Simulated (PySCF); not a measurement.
**Geometry relaxation of C7H21N3STi (part 2 of 2)**

Continued. System: C7H21N3STi (Ti(SMe)(NMe2)3). Method: PBE0-D3(BJ)/def2-SVP geometry optimisation, gas phase (PySCF 2.14.0). It belongs to a series of runs on one base structure; here: one ligand: NMe2 to SMe.

**Trajectory as extended XYZ, continued**
```
33
Properties=species:S:1:pos:R:3:forces:R:3 step=10 energy=-45987.46602
Ti   -0.1053    0.2087    0.2917   -0.0634  -0.0199   0.0662
S     0.1182    0.6088    2.5670    0.0153  -0.0006  -0.0111
C     1.3266   -0.7154    2.9345   -0.0305  -0.0061   0.0056
H     1.4915   -1.3799    2.0722    0.0139   0.0107  -0.0042
H     0.9564   -1.3229    3.7731    0.0040   0.0078  -0.0009
H     2.2900   -0.2696    3.2186    0.0074  -0.0036   0.0040
N     1.5938   -0.0015   -0.4779    0.0165   0.0139  -0.0048
C     2.5330    1.0496   -0.1815   -0.0066   0.0065  -0.0167
C     2.1338   -1.0782   -1.2573    0.0038  -0.0124   0.0258
H     3.4185    0.6706    0.3671   -0.0033  -0.0095  -0.0042
H     2.0642    1.8180    0.4567    0.0153   0.0041   0.0046
H     2.9017    1.5480   -1.1010   -0.0016   0.0074   0.0148
H     1.3660   -1.8451   -1.4337    0.0006   0.0025  -0.0167
H     2.5078   -0.7277   -2.2398   -0.0076  -0.0067  -0.0124
H     2.9881   -1.5669   -0.7453   -0.0054   0.0047  -0.0033
N    -0.9853    1.7052   -0.4267    0.0317   0.0020  -0.0389
C    -2.3865    1.8036   -0.1037    0.0177   0.0322   0.0151
C    -0.4903    2.7791   -1.2397   -0.0130   0.0021   0.0401
H    -2.6100    2.7158    0.4841   -0.0008  -0.0110  -0.0075
H    -2.7062    0.9387    0.5012   -0.0084  -0.0011   0.0013
H    -3.0188    1.8316   -1.0140   -0.0082  -0.0137  -0.0007
H     0.5727    2.6305   -1.4773   -0.0036   0.0015  -0.0101
H    -1.0431    2.8542   -2.1977    0.0073  -0.0038  -0.0132
H    -0.5904    3.7595   -0.7322   -0.0046  -0.0053  -0.0053
N    -1.1086   -1.3551   -0.0355    0.0227   0.0138  -0.0191
C    -1.4291   -2.3986    0.8991   -0.0133  -0.0148  -0.0082
C    -1.7125   -1.5181   -1.3315   -0.0226  -0.0087   0.0060
H    -2.5258   -2.5083    1.0270    0.0154   0.0066   0.0010
H    -1.0069   -2.1743    1.8891    0.0137  -0.0117   0.0056
H    -1.0428   -3.3842    0.5700    0.0026  -0.0035   0.0015
H    -1.4883   -0.6511   -1.9737   -0.0010  -0.0033  -0.0152
H    -1.3409   -2.4243   -1.8518    0.0031   0.0046   0.0018
H    -2.8159   -1.6124   -1.2667    0.0030   0.0157  -0.0011
33
Properties=species:S:1:pos:R:3:forces:R:3 step=12 energy=-45987.47014
Ti   -0.1246    0.1916    0.2736   -0.1022   0.0307  -0.0112
S     0.1344    0.6298    2.5392   -0.0183   0.0068   0.0611
C     1.3889   -0.6105    3.0179   -0.0256   0.0564  -0.0302
H     1.6961   -1.2358    2.1668    0.0119  -0.0192  -0.0142
H     0.9832   -1.2564    3.8089    0.0049  -0.0299   0.0007
H     2.2781   -0.0936    3.4062   -0.0011  -0.0162   0.0075
N     1.5704   -0.0343   -0.5021    0.0144  -0.0805  -0.0305
C     2.5485    0.9719   -0.1873    0.0889   0.1190   0.0544
C     2.0671   -1.1112   -1.3151   -0.0334   0.0614   0.0551
H     3.4318    0.5408    0.3261   -0.0073  -0.0105  -0.0043
H     2.1242    1.7303    0.4931   -0.0121  -0.0309   0.0043
H     2.9219    1.5039   -1.0859   -0.0262  -0.0469  -0.0363
H     1.2692   -1.8431   -1.5045    0.0093   0.0019  -0.0149
H     2.4440   -0.7466   -2.2910   -0.0035  -0.0096  -0.0156
H     2.9079   -1.6401   -0.8227    0.0100  -0.0063  -0.0039
N    -0.9899    1.7079   -0.4129    0.0190   0.0062  -0.0619
C    -2.4010    1.7914   -0.1255    0.0765   0.0322   0.0315
C    -0.4661    2.8282   -1.1429   -0.0139  -0.0608   0.0108
H    -2.6448    2.6847    0.4798   -0.0108   0.0295   0.0144
H    -2.7332    0.9100    0.4483   -0.0058  -0.0073  -0.0097
H    -3.0053    1.8402   -1.0538   -0.0116  -0.0081   0.0154
H     0.5867    2.6582   -1.4120   -0.0098   0.0122   0.0092
H    -1.0293    2.9990   -2.0821    0.0140  -0.0043  -0.0105
H    -0.5212    3.7655   -0.5553   -0.0146   0.0118  -0.0006
N    -1.1425   -1.3502   -0.1041    0.0279   0.0045  -0.0318
C    -1.2244   -2.4950    0.7596   -0.0042  -0.0675   0.0339
C    -1.9450   -1.4520   -1.2930   -0.0248  -0.0223  -0.0256
H    -2.2714   -2.7156    1.0506   -0.0037   0.0221   0.0008
H    -0.6639   -2.3252    1.6916    0.0326   0.0025  -0.0107
H    -0.8242   -3.4118    0.2804    0.0061   0.0138  -0.0051
H    -1.8847   -0.5233   -1.8819    0.0044  -0.0133   0.0002
H    -1.6122   -2.2829   -1.9484    0.0034   0.0043   0.0189
H    -3.0131   -1.6376   -1.0572    0.0057   0.0183  -0.0011
33
Properties=species:S:1:pos:R:3:forces:R:3 step=14 energy=-45987.48938
Ti   -0.1324    0.1978    0.2987    0.0345   0.0704  -0.0822
S     0.1068    0.6076    2.5766   -0.0266   0.0228   0.0402
C     1.3276   -0.6670    3.0432    0.0273   0.0005  -0.0146
H     1.6993   -1.2231    2.1688    0.0007  -0.0023   0.0006
H     0.8770   -1.3751    3.7530   -0.0056  -0.0253  -0.0079
H     2.1876   -0.1846    3.5299   -0.0131   0.0003   0.0030
N     1.5639    0.0104   -0.4898   -0.0238  -0.0769   0.0392
C     2.5479    1.0095   -0.1628    0.0458   0.0346   0.0697
C     2.0529   -1.0443   -1.3346   -0.0194   0.0490  -0.0447
H     3.4377    0.5613    0.3239    0.0024   0.0018  -0.0045
H     2.1355    1.7487    0.5443   -0.0247  -0.0162  -0.0046
H     2.9068    1.5598   -1.0554   -0.0162  -0.0233  -0.0357
H     1.2537   -1.7695   -1.5426    0.0004  -0.0024   0.0246
H     2.4179   -0.6560   -2.3068    0.0135   0.0080   0.0147
H     2.8993   -1.5862   -0.8669    0.0135  -0.0078   0.0020
N    -0.9712    1.7146   -0.4069    0.0003  -0.0563  -0.0382
C    -2.3552    1.8226   -0.0210   -0.0002   0.0071   0.0269
C    -0.4935    2.7785   -1.2396   -0.0081  -0.0183  -0.0699
H    -2.5610    2.7670    0.5175   -0.0018   0.0165   0.0204
H    -2.6355    0.9982    0.6585    0.0038  -0.0129  -0.0006
H    -3.0366    1.7765   -0.8945    0.0081   0.0178   0.0035
H     0.5530    2.6054   -1.5278    0.0095   0.0001   0.0255
H    -1.0838    2.8629   -2.1749   -0.0053   0.0030   0.0181
H    -0.5522    3.7595   -0.7290   -0.0043   0.0125   0.0054
N    -1.1160   -1.3502   -0.1418   -0.0359   0.0168  -0.0274
C    -1.1058   -2.5225    0.6905    0.0730  -0.0174   0.0128
C    -2.0056   -1.4426   -1.2680    0.0094   0.0042  -0.0009
H    -2.1073   -2.7407    1.1106   -0.0205  -0.0060   0.0101
H    -0.4198   -2.3946    1.5433   -0.0139   0.0036  -0.0110
H    -0.7795   -3.4237    0.1324   -0.0104   0.0108  -0.0055
H    -1.9731   -0.5210   -1.8688    0.0093   0.0132   0.0250
H    -1.7257   -2.2812   -1.9368   -0.0158  -0.0130   0.0047
H    -3.0571   -1.6100   -0.9587   -0.0060  -0.0149   0.0011
33
Properties=species:S:1:pos:R:3:forces:R:3 step=15 energy=-45987.50707
Ti   -0.1553    0.2060    0.3029    0.1327   0.0418  -0.1389
S     0.0603    0.5901    2.5947   -0.0158   0.0089   0.0088
C     1.2662   -0.7000    3.0515    0.0667  -0.0541   0.0053
H     1.7406   -1.1538    2.1670   -0.0153   0.0174   0.0100
H     0.7786   -1.4906    3.6406   -0.0086  -0.0014  -0.0167
H     2.0609   -0.2511    3.6648   -0.0183   0.0131   0.0083
N     1.5471    0.0295   -0.4785   -0.0200  -0.0409   0.1096
C     2.5424    1.0156   -0.1366   -0.0221  -0.0525   0.0207
C     2.0268   -1.0052   -1.3509    0.0115   0.0178  -0.0946
H     3.4333    0.5478    0.3287    0.0061   0.0119   0.0004
H     2.1406    1.7395    0.5909   -0.0210   0.0121  -0.0095
H     2.8929    1.5751   -1.0265    0.0039   0.0165  -0.0033
H     1.2228   -1.7184   -1.5782   -0.0068  -0.0118   0.0307
H     2.3908   -0.5948   -2.3150    0.0123   0.0135   0.0272
H     2.8730   -1.5643   -0.9025    0.0033  -0.0027   0.0031
N    -0.9627    1.7263   -0.4163   -0.0380  -0.0798   0.0135
C    -2.3085    1.8714    0.0741   -0.0682   0.0125   0.0204
C    -0.5165    2.7634   -1.2952   -0.0075   0.0176  -0.1064
H    -2.4588    2.8371    0.5948    0.0083  -0.0159   0.0185
H    -2.5452    1.0749    0.8045    0.0126  -0.0065   0.0056
H    -3.0632    1.8015   -0.7351    0.0160   0.0317  -0.0149
H     0.5182    2.5788   -1.6160    0.0165  -0.0071   0.0242
H    -1.1398    2.8238   -2.2107   -0.0119   0.0030   0.0257
H    -0.5563    3.7586   -0.8104    0.0059   0.0022   0.0044
N    -1.1123   -1.3437   -0.1867   -0.0557   0.0021   0.0148
C    -0.9335   -2.5503    0.5785    0.0565   0.0583  -0.0306
C    -2.1072   -1.4523   -1.2189    0.0326   0.0251   0.0384
H    -1.8508   -2.8335    1.1304   -0.0155  -0.0264   0.0080
H    -0.1303   -2.4306    1.3244   -0.0242   0.0142   0.0052
H    -0.6531   -3.4058   -0.0684   -0.0132  -0.0048   0.0030
H    -2.1694   -0.5204   -1.7999    0.0073   0.0237   0.0197
H    -1.8602   -2.2684   -1.9265   -0.0225  -0.0139  -0.0147
H    -3.1154   -1.6680   -0.8113   -0.0074  -0.0258   0.0040
33
Properties=species:S:1:pos:R:3:forces:R:3 step=16 energy=-45987.51606
Ti   -0.1782    0.2072    0.2937    0.1660   0.0157  -0.1509
S     0.0309    0.5722    2.5955   -0.0027  -0.0101  -0.0166
C     1.2477   -0.7087    3.0489    0.0681  -0.0607   0.0137
H     1.8139   -1.0646    2.1738   -0.0212   0.0166   0.0120
H     0.7518   -1.5665    3.5273   -0.0060   0.0111  -0.0144
H     1.9671   -0.2830    3.7632   -0.0217   0.0145   0.0138
N     1.5304    0.0254   -0.4742   -0.0038  -0.0036   0.1199
C     2.5331    1.0003   -0.1161   -0.0647  -0.0915  -0.0287
C     2.0051   -0.9931   -1.3674    0.0265   0.0018  -0.0851
H     3.4222    0.5178    0.3371    0.0075   0.0168   0.0078
H     2.1357    1.7128    0.6244   -0.0139   0.0242  -0.0089
H     2.8826    1.5685   -1.0008    0.0164   0.0372   0.0210
H     1.1976   -1.6967   -1.6117   -0.0057  -0.0111   0.0194
H     2.3736   -0.5639   -2.3215    0.0026   0.0104   0.0231
H     2.8486   -1.5663   -0.9309   -0.0067  -0.0001   0.0031
N    -0.9742    1.7313   -0.4229   -0.0609  -0.0470   0.0442
C    -2.2907    1.9130    0.1311   -0.0738   0.0063   0.0240
C    -0.5323    2.7642   -1.3086   -0.0065   0.0249  -0.0905
H    -2.3880    2.8783    0.6656    0.0112  -0.0273   0.0097
H    -2.5161    1.1179    0.8682    0.0126  -0.0020  -0.0028
H    -3.0852    1.8705   -0.6409    0.0155   0.0261  -0.0166
H     0.4890    2.5594   -1.6585    0.0159  -0.0102   0.0135
H    -1.1807    2.8439   -2.2043   -0.0119   0.0017   0.0179
H    -0.5369    3.7570   -0.8164    0.0072  -0.0051   0.0018
N    -1.1266   -1.3381   -0.2175   -0.0252  -0.0044   0.0202
C    -0.7896   -2.5585    0.4695   -0.0070   0.0750  -0.0230
C    -2.2045   -1.4724   -1.1575    0.0312   0.0330   0.0507
H    -1.6194   -2.9244    1.1052   -0.0060  -0.0314   0.0029
H     0.0838   -2.4121    1.1270   -0.0172   0.0117   0.0174
H    -0.5270   -3.3665   -0.2424   -0.0060  -0.0144   0.0079
H    -2.3700   -0.5265   -1.6934    0.0005   0.0204   0.0109
H    -1.9812   -2.2506   -1.9137   -0.0152  -0.0070  -0.0187
H    -3.1568   -1.7595   -0.6677   -0.0052  -0.0215   0.0014
33
Properties=species:S:1:pos:R:3:forces:R:3 step=18 energy=-45987.52844
Ti   -0.1690    0.1973    0.2563    0.0134  -0.0039   0.0316
S     0.0403    0.5364    2.5682    0.0089  -0.0304  -0.0282
C     1.2879   -0.7112    3.0423   -0.0461   0.0259  -0.0066
H     1.9481   -0.9626    2.1995    0.0139  -0.0038  -0.0029
H     0.8022   -1.6284    3.4065    0.0030  -0.0064  -0.0038
H     1.9031   -0.2988    3.8547    0.0008  -0.0066   0.0004
N     1.5465    0.0054   -0.4847    0.0341   0.0039  -0.0207
C     2.5307    0.9847   -0.0940   -0.0187   0.0084  -0.0515
C     2.0416   -0.9895   -1.3950    0.0013   0.0002   0.0430
H     3.4175    0.5085    0.3706   -0.0031   0.0114   0.0206
H     2.1085    1.6854    0.6452    0.0037  -0.0054   0.0062
H     2.8928    1.5741   -0.9604    0.0034   0.0042   0.0126
H     1.2430   -1.6961   -1.6612    0.0026   0.0074  -0.0153
H     2.4212   -0.5326   -2.3303   -0.0113  -0.0062  -0.0175
H     2.8826   -1.5661   -0.9583   -0.0041   0.0035  -0.0018
N    -1.0048    1.7137   -0.4356    0.0015   0.0484   0.0081
C    -2.3003    1.9219    0.1622    0.0550  -0.0108   0.0090
C    -0.5676    2.7440   -1.3322   -0.0047  -0.0344   0.0395
H    -2.3445    2.8651    0.7402    0.0012   0.0037  -0.0051
H    -2.5335    1.1050    0.8716   -0.0111  -0.0022  -0.0169
H    -3.1095    1.9466   -0.5942   -0.0085  -0.0060   0.0053
H     0.4337    2.5082   -1.7208   -0.0168   0.0069  -0.0156
H    -1.2531    2.8517   -2.1958    0.0028  -0.0002  -0.0136
H    -0.5185    3.7309   -0.8309   -0.0024   0.0014  -0.0027
N    -1.1449   -1.3312   -0.2375    0.0362   0.0058   0.0066
C    -0.7364   -2.5514    0.4048   -0.0640  -0.0297   0.0196
C    -2.2895   -1.4567   -1.0916   -0.0381  -0.0113   0.0062
H    -1.5221   -2.9617    1.0710    0.0042   0.0136  -0.0084
H     0.1581   -2.3844    1.0282    0.0197  -0.0024   0.0100
H    -0.4803   -3.3403   -0.3309    0.0121   0.0033  -0.0023
H    -2.5240   -0.4889   -1.5583   -0.0115  -0.0103  -0.0063
H    -2.1157   -2.1897   -1.9051    0.0158   0.0117  -0.0011
H    -3.1882   -1.8011   -0.5399    0.0067   0.0103   0.0017
33
Properties=species:S:1:pos:R:3:forces:R:3 step=20 energy=-45987.53214
Ti   -0.1482    0.1988    0.2529   -0.0039  -0.0109   0.0149
S     0.0411    0.5150    2.5663    0.0074  -0.0093   0.0030
C     1.2693   -0.7523    3.0337   -0.0149   0.0145  -0.0001
H     1.9518   -0.9814    2.2018    0.0068   0.0010   0.0002
H     0.7705   -1.6783    3.3559    0.0034  -0.0032  -0.0013
H     1.8642   -0.3692    3.8750    0.0026  -0.0050   0.0014
N     1.5678    0.0235   -0.4903    0.0079   0.0023  -0.0207
C     2.5324    1.0199   -0.0954   -0.0010   0.0069  -0.0218
C     2.0775   -0.9631   -1.4007   -0.0048  -0.0020   0.0190
H     3.4236    0.5615    0.3784   -0.0018   0.0056   0.0108
H     2.0934    1.7139    0.6406   -0.0014  -0.0049   0.0034
H     2.8906    1.6167   -0.9581   -0.0004  -0.0027  -0.0010
H     1.2887   -1.6812   -1.6660    0.0009   0.0007  -0.0036
H     2.4467   -0.5020   -2.3384   -0.0022  -0.0021  -0.0053
H     2.9274   -1.5271   -0.9654    0.0016   0.0018  -0.0021
N    -0.9934    1.7077   -0.4426    0.0157   0.0118   0.0036
C    -2.2705    1.9148    0.1915    0.0023  -0.0009  -0.0130
C    -0.5980    2.7170   -1.3796   -0.0056  -0.0069   0.0132
H    -2.3031    2.8633    0.7614   -0.0030   0.0035   0.0027
H    -2.4796    1.1026    0.9136   -0.0030   0.0001   0.0001
H    -3.1030    1.9271   -0.5400   -0.0019  -0.0014   0.0028
H     0.3948    2.4857   -1.7914   -0.0016  -0.0004  -0.0048
H    -1.3084    2.7883   -2.2272   -0.0008   0.0009  -0.0006
H    -0.5515    3.7195   -0.9101    0.0017   0.0012   0.0002
N    -1.1289   -1.3296   -0.2358   -0.0017   0.0101   0.0018
C    -0.7641   -2.5490    0.4339    0.0014  -0.0175   0.0111
C    -2.2776   -1.4434   -1.0877   -0.0097  -0.0054  -0.0090
H    -1.5674   -2.9186    1.1022   -0.0019   0.0031  -0.0027
H     0.1322   -2.4001    1.0600    0.0007  -0.0009  -0.0049
H    -0.5287   -3.3600   -0.2846    0.0034   0.0025   0.0003
H    -2.4959   -0.4788   -1.5681   -0.0008   0.0009  -0.0005
H    -2.1164   -2.1897   -1.8916    0.0011   0.0037   0.0014
H    -3.1814   -1.7634   -0.5302    0.0033   0.0028   0.0015
33
Properties=species:S:1:pos:R:3:forces:R:3 step=21 energy=-45987.53234
Ti   -0.1455    0.1963    0.2534   -0.0026  -0.0130  -0.0002
S     0.0454    0.5056    2.5674    0.0023   0.0044   0.0061
C     1.2762   -0.7580    3.0346    0.0064  -0.0001  -0.0019
H     1.9731   -0.9698    2.2099   -0.0009   0.0000   0.0009
H     0.7815   -1.6928    3.3370    0.0017  -0.0026  -0.0027
H     1.8565   -0.3828    3.8896   -0.0024  -0.0002   0.0012
N     1.5683    0.0260   -0.4971   -0.0091   0.0018  -0.0064
C     2.5288    1.0273   -0.1046    0.0023  -0.0012  -0.0032
C     2.0781   -0.9596   -1.4080   -0.0011  -0.0007   0.0000
H     3.4231    0.5737    0.3683    0.0000   0.0030   0.0017
H     2.0881    1.7175    0.6340   -0.0050   0.0012  -0.0014
H     2.8819    1.6272   -0.9671   -0.0004  -0.0031  -0.0044
H     1.2914   -1.6818   -1.6683    0.0008  -0.0025   0.0025
H     2.4390   -0.4994   -2.3495    0.0009   0.0012   0.0021
H     2.9335   -1.5182   -0.9766    0.0012  -0.0001  -0.0009
N    -0.9923    1.7069   -0.4371    0.0048   0.0043   0.0075
C    -2.2683    1.9166    0.1981   -0.0145  -0.0101  -0.0005
C    -0.6004    2.7144   -1.3767    0.0024   0.0052  -0.0116
H    -2.2989    2.8650    0.7684   -0.0001   0.0013   0.0022
H    -2.4802    1.1043    0.9194    0.0055   0.0027   0.0022
H    -3.1015    1.9310   -0.5326    0.0029   0.0015  -0.0009
H     0.3880    2.4804   -1.7975    0.0019  -0.0023   0.0037
H    -1.3169    2.7876   -2.2192   -0.0022   0.0018   0.0039
H    -0.5473    3.7172   -0.9084    0.0015   0.0004   0.0013
N    -1.1288   -1.3309   -0.2343   -0.0079   0.0003   0.0000
C    -0.7601   -2.5534    0.4290    0.0101   0.0043  -0.0020
C    -2.2855   -1.4425   -1.0764    0.0104   0.0046  -0.0037
H    -1.5601   -2.9244    1.1001   -0.0017  -0.0025   0.0021
H     0.1404   -2.4073    1.0497   -0.0018   0.0017  -0.0012
H    -0.5285   -3.3612   -0.2941   -0.0025  -0.0002   0.0004
H    -2.5101   -0.4763   -1.5506    0.0021   0.0020   0.0016
H    -2.1302   -2.1845   -1.8852   -0.0027  -0.0018   0.0012
H    -3.1830   -1.7660   -0.5111   -0.0023  -0.0014   0.0002
```

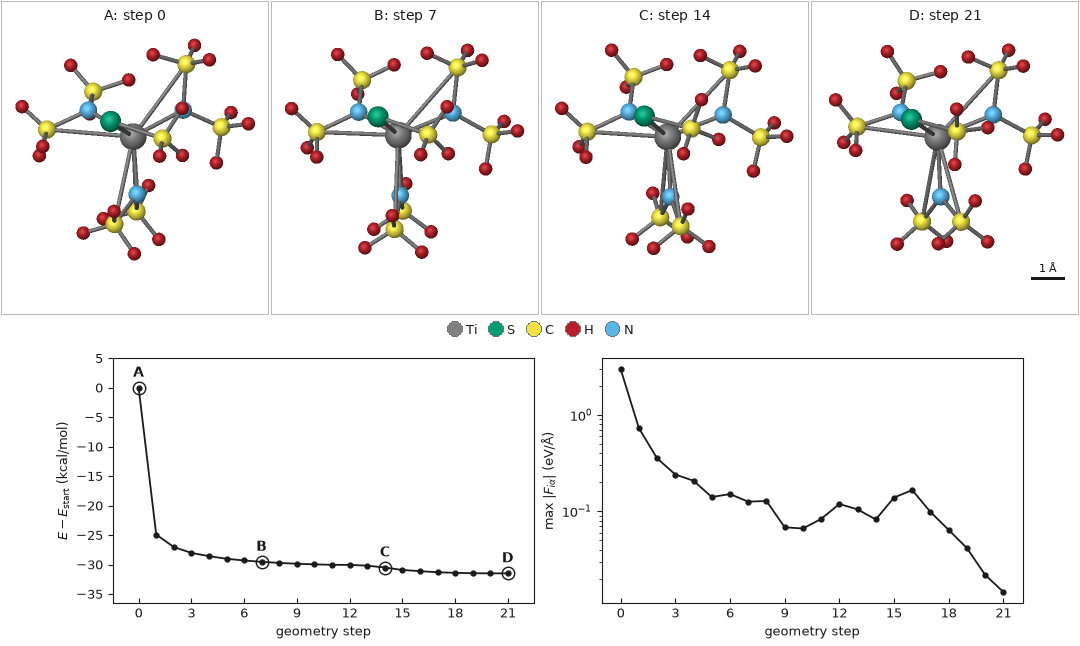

Frames of the relaxation (ball-and-stick view, seen at a tilt) above the curves, on which the letters mark them (steps are counted from 0).

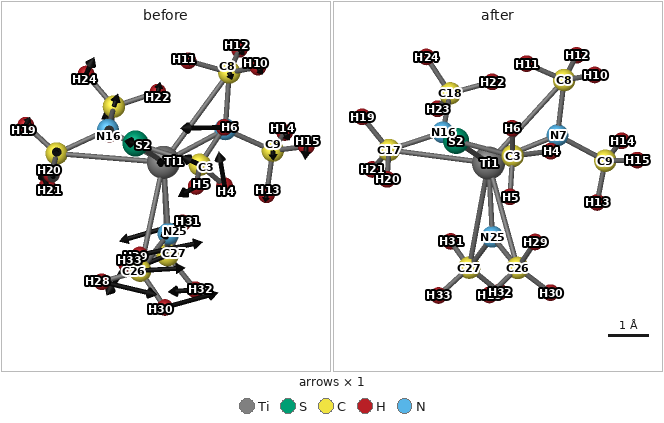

Before (left) and after (right) the relaxation, at one scale (ball-and-stick view, seen at a tilt). The black arrows give the displacements, at true length. Over 21 geometry steps the energy falls by 31.5 kcal/mol. Largest force component: 3 eV/Å at the start, 0.015 eV/Å at the end. The largest move after the best rigid fit is that of H31, 1.67 Å. Largest moves by element: H 1.67 Å, C 1.15 Å, S 0.37 Å, N 0.35 Å, Ti 0.25 Å. Distances before and after: Ti1–C27 2.834 → 3.006 Å, Ti1–C17 2.856 → 2.733 Å, Ti1–N16 1.955 → 1.864 Å, Ti1–N7 1.802 → 1.879 Å. Among the angles that change: Ti1–C17–H19 139.3° → 123.4°, Ti1–C17–H21 111.5° → 127.3°, Ti1–S2–C3 88.6° → 102.5°. (Atoms are counted from 1 in the order of the input.)
